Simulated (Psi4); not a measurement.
# SnH3F (SnFH3) at r2SCAN-3c/def2-mTZVPP (core potential, IEF-PCM water)

Aim: the energy difference between two shapes of SnH3F (SnFH3) at r2SCAN-3c/def2-mTZVPP (core potential, IEF-PCM water), from 2 runs. 

The results are computed with Psi4 1.11.

5 further runs of the same task are left out: 5 set aside as unsound or not needed.

**1. The structure to begin with**

SnH3F: 5 atoms, total charge 0, spin state singlet. As SMILES, `[H][Sn]([H])([H])[F]`. Geometry: a GFN2-xTB relaxation, a rough one for these elements and not checked as a minimum.

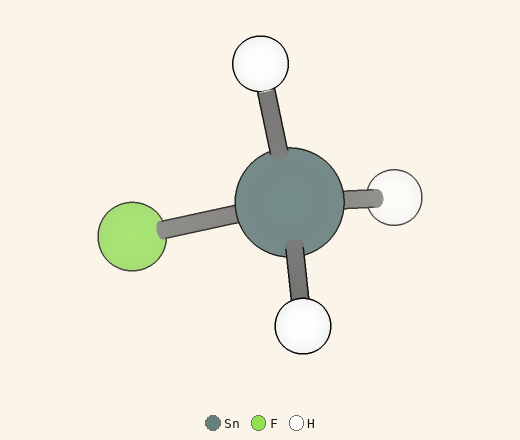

The structure, seen from a chosen angle (tin teal, fluorine green, hydrogen white).

**2. A single-point energy at r2SCAN-3c/def2-mTZVPP (core potential, IEF-PCM water)**

Contents of job.py:

```python
import psi4

psi4.set_memory(1600000000)
psi4.set_num_threads(1)
psi4.core.set_output_file('run.log', False)

m = psi4.geometry("""
0 1
Sn    -0.002590     0.002420    -0.166930
F      0.011740    -0.019270     1.757340
H      1.619230     0.010970    -0.538180
H     -0.817750     1.408460    -0.512480
H     -0.810630    -1.402580    -0.539750
symmetry c1
""")

psi4.set_options({
    'scf_type': 'pk',
    'pcm': True,
})
psi4.pcm_helper("""
  Units = Angstrom
  Medium {
    SolverType = IEFPCM
    Solvent = Water
  }
  Cavity {
    Type = GePol
    RadiiSet = UFF
    Scaling = False
    Area = 0.3
    Mode = Implicit
  }
""")

e_tot, wfn = psi4.energy('r2scan-3c', return_wfn=True)
print('E =', round(e_tot, 9))
```

The run is started by

```console
$ python job.py
```

run.log:

```text
[...]
    !!!  WARNING: ECP capability is in beta. Please check occupations closely.  !!!
[...]
  Running in c1 symmetry.
[...]
  Nuclear repulsion =   81.108187405707227
[...]
  Multiplicity = 1
[...]
  Nalpha       = 17
  Nbeta        = 17
[...]
    Number of basis functions: 75
[...]
   @RKS iter   1:  -315.83148720156152   -1.19807e+00   9.88094e-03 DIIS/ADIIS
[...]
   @RKS iter   8:  -316.03019841487327   -2.95466e-09   1.58311e-07 DIIS
[...]
    Orbital Energies [Eh]
    ---------------------
    Doubly Occupied:
       1A    -24.424723     2A     -5.045568     3A     -3.388219
       4A     -3.382925     5A     -3.382918     6A     -1.089772
       7A     -0.974774     8A     -0.974754     9A     -0.970827
      10A     -0.970814    11A     -0.960942    12A     -0.492562
      13A     -0.356924    14A     -0.349357    15A     -0.349290
      16A     -0.294521    17A     -0.294262
[...]
  @RKS Final Energy:  -316.03019841487327
   => Energetics <=
    Nuclear Repulsion Energy =             81.1081874057072270
    One-Electron Energy =                -679.6756802070505046
    Two-Electron Energy =                 312.2720405075051531
    DFT Exchange-Correlation Energy =     -29.7259281920268350
    Empirical Dispersion Energy =           0.0037236064963616
    VV10 Nonlocal Energy =                  0.0000000000000000
    PCM Polarization Energy =              -0.0125415355046033
    Total Energy =                       -316.0301984148732686
[...]
 Multipole Moments:
 ------------------------------------------------------------------------------------
     Multipole            Electronic (a.u.)      Nuclear  (a.u.)        Total (a.u.)
 ------------------------------------------------------------------------------------
 L = 1.  Multiply by 2.5417464519 to convert [e a0] to [Debye]
 Dipole X            :         -0.1347218            0.1184903           -0.0162315
 Dipole Y            :          0.1873654           -0.1685951            0.0187703
 Dipole Z            :        -16.0744105           14.6148905           -1.4595200
 Magnitude           :                                                    1.4597309
[...]
```

The script printed:

```text
E = -316.030198415
```

Run time: 8.1 s. Hardware: 1 thread of Intel Xeon 6975P-C (Granite Rapids), shared host; peak memory 0.77 GiB.

**3. The distorted shape**

Contents of fh3sn.sdf:

```

     RDKit          3D

  5  4  0  0  0  0  0  0  0  0999 V2000
   -0.0079   -0.0207   -0.1848 Sn  0  0  0  0  0  4  0  0  0  0  0  0
    0.0146    0.0044    1.7941 F   0  0  0  0  0  0  0  0  0  0  0  0
    1.6078    0.0414   -0.5630 H   0  0  0  0  0  0  0  0  0  0  0  0
   -0.8448    1.4235   -0.5086 H   0  0  0  0  0  0  0  0  0  0  0  0
   -0.7794   -1.3964   -0.5706 H   0  0  0  0  0  0  0  0  0  0  0  0
  2  1  1  0
  3  1  1  0
  4  1  1  0
  5  1  1  0
M  END
$$$$
```

Contents of run.py:

```python
import psi4
from rdkit import Chem

psi4.set_memory('1600 MB')
psi4.set_num_threads(1)
psi4.core.set_output_file('psi4.out', False)

rd = Chem.SDMolSupplier('fh3sn.sdf', removeHs=False, sanitize=False)[0]
xyz = rd.GetConformer().GetPositions()
atoms = '\n'.join(f'{a.GetSymbol()} {x:.4f} {y:.4f} {z:.4f}' for a, (x, y, z) in zip(rd.GetAtoms(), xyz))
m = psi4.geometry('0 1\n' + atoms + '\nsymmetry c1')

psi4.set_options({
    'reference': 'rks',
    'scf_type': 'pk',
    'pcm': True,
})
psi4.pcm_helper("""
  Units = Angstrom
  Medium {
    SolverType = IEFPCM
    Solvent = Water
  }
  Cavity {
    Type = GePol
    RadiiSet = UFF
    Scaling = False
    Area = 0.3
    Mode = Implicit
  }
""")

E = psi4.energy('r2scan-3c')
print('E =', round(E, 9))
for k, v in sorted(psi4.core.scalar_variables().items()):
    print(f'{k:45s} {v:18.10f}')
```

The run is started by

```console
$ python run.py
```

psi4.out:

```text
[...]
    !!!  WARNING: ECP capability is in beta. Please check occupations closely.  !!!
[...]
  Running in c1 symmetry.
[...]
  Nuclear repulsion =   79.549214399273907
[...]
  Multiplicity = 1
[...]
  Nalpha       = 17
  Nbeta        = 17
[...]
    Number of basis functions: 75
[...]
   @RKS iter   1:  -315.83773736383023   -1.18392e+00   9.71833e-03 DIIS/ADIIS
[...]
   @RKS iter   8:  -316.03058362005680   -3.07080e-09   1.69665e-07 DIIS
[...]
    Orbital Energies [Eh]
    ---------------------
    Doubly Occupied:
       1A    -24.420379     2A     -5.048466     3A     -3.391231
       4A     -3.385633     5A     -3.385590     6A     -1.077202
       7A     -0.977826     8A     -0.976916     9A     -0.973381
      10A     -0.973154    11A     -0.965513    12A     -0.492443
      13A     -0.353337    14A     -0.344040    15A     -0.341835
      16A     -0.297639    17A     -0.292517
[...]
  @RKS Final Energy:  -316.03058362005680
   => Energetics <=
    Nuclear Repulsion Energy =             79.5492143992739074
    One-Electron Energy =                -676.5835828776366725
    Two-Electron Energy =                 310.7246827615513780
    DFT Exchange-Correlation Energy =     -29.7102440687077554
    Empirical Dispersion Energy =           0.0036364864587649
    VV10 Nonlocal Energy =                  0.0000000000000000
    PCM Polarization Energy =              -0.0142903209964180
    Total Energy =                       -316.0305836200568024
[...]
 Multipole Moments:
 ------------------------------------------------------------------------------------
     Multipole            Electronic (a.u.)      Nuclear  (a.u.)        Total (a.u.)
 ------------------------------------------------------------------------------------
 L = 1.  Multiply by 2.5417464519 to convert [e a0] to [Debye]
 Dipole X            :         -0.2290559            0.1996159           -0.0294400
 Dipole Y            :         -0.5348327            0.3982205           -0.1366122
 Dipole Z            :        -16.6811442           15.0767594           -1.6043848
 Magnitude           :                                                    1.6104596
[...]
```

On the terminal:

```text
E = -316.03058362
CURRENT ENERGY                                   -316.0305836201
CURRENT REFERENCE ENERGY                         -316.0305836201
DD SOLVATION ENERGY                                 0.0000000000
DFT FUNCTIONAL TOTAL ENERGY                      -316.0199297855
DFT TOTAL ENERGY                                 -316.0162932991
DFT VV10 ENERGY                                     0.0000000000
DFT XC ENERGY                                     -29.7102440687
DISPERSION CORRECTION ENERGY                        0.0036364865
GRID ELECTRONS ALPHA                               17.0000072830
GRID ELECTRONS BETA                                17.0000072830
GRID ELECTRONS TOTAL                               34.0000145660
NUCLEAR REPULSION ENERGY                           79.5492143993
ONE-ELECTRON ENERGY                              -676.5835828776
PCM POLARIZATION ENERGY                            -0.0142903210
PE ENERGY                                           0.0000000000
R2SCAN3C DISPERSION CORRECTION ENERGY              -0.0005639385
SCF ITERATION ENERGY                             -316.0305836201
SCF ITERATIONS                                      8.0000000000
SCF TOTAL ENERGY                                 -316.0305836201
TWO-ELECTRON ENERGY                               310.7246827616
XC GRID RADIAL POINTS                              75.0000000000
XC GRID SPHERICAL POINTS                          302.0000000000
XC GRID TOTAL POINTS                           109547.0000000000
```

It took 8.1 s on 1 thread of Intel Xeon 6975P-C (Granite Rapids), shared host; peak memory 0.81 GiB.

**4. Results**

At r2SCAN-3c/def2-mTZVPP (core potential, IEF-PCM water):

```
                                   quantity          value
                  first shape: total energy  -316.03020 Eh
                 first shape: dipole moment         3.71 D
                   first shape: HOMO energy       -8.01 eV
                   first shape: LUMO energy       -0.63 eV
                 first shape: HOMO–LUMO gap        7.38 eV
    first shape: solvent term in the energy   -32.9 kJ/mol
              distorted shape: total energy  -316.03058 Eh
             distorted shape: dipole moment         4.09 D
               distorted shape: HOMO energy       -7.96 eV
               distorted shape: LUMO energy       -0.81 eV
             distorted shape: HOMO–LUMO gap        7.15 eV
distorted shape: solvent term in the energy   -37.5 kJ/mol
     energy change with the atoms displaced      -0.010 eV
```

**Reading.** With the atoms displaced the energy falls by 0.01 eV (0.2 kcal/mol). The first shape isn't relaxed at this level, so the change isn't measured from a minimum.
